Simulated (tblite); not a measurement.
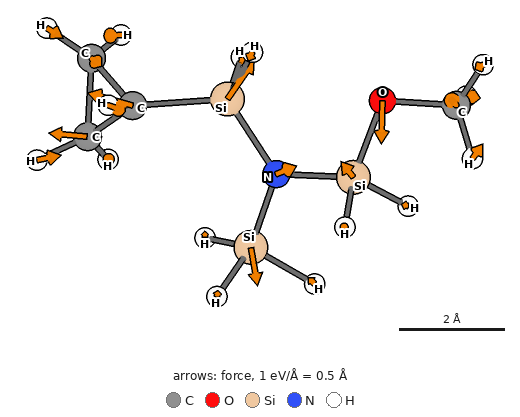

Starting geometry of C4H15NOSi3 with the computed forces as orange arrows. Style: ball-and-stick. Shown from a free direction.

Level of theory: GFN2-xTB geometry optimisation, gas phase (tblite). 

Question: Is this structure relaxed? If not, where do the atoms go?

Answer: It isn't relaxed: the largest force vector, on a C atom, is 1.94 eV/Å. The final displacements have little in common with the starting forces (cosine between the two patterns 0.19). The energy falls by 101.6 kJ/mol in 248 geometry steps. The atom that moves furthest after the best rigid fit is an H atom (1.66 Å). Largest moves by element: H 1.66 Å, C 0.97 Å, O 0.80 Å, Si 0.73 Å, N 0.33 Å. Among the contacts that change: O–Si 1.686 → 1.618 Å, C–H 1.131 → 1.083 Å, C–Si 1.832 → 1.876 Å, N–Si 1.757 → 1.724 Å. Bond angles that change, for instance: C–O–Si 104.8° → 125.7°, O–Si–N 116.2° → 101.2°, N–Si–C 119.0° → 108.2°. Groups turn about C–Si by about 40°, N–Si by about 40°, O–Si by about 35°.
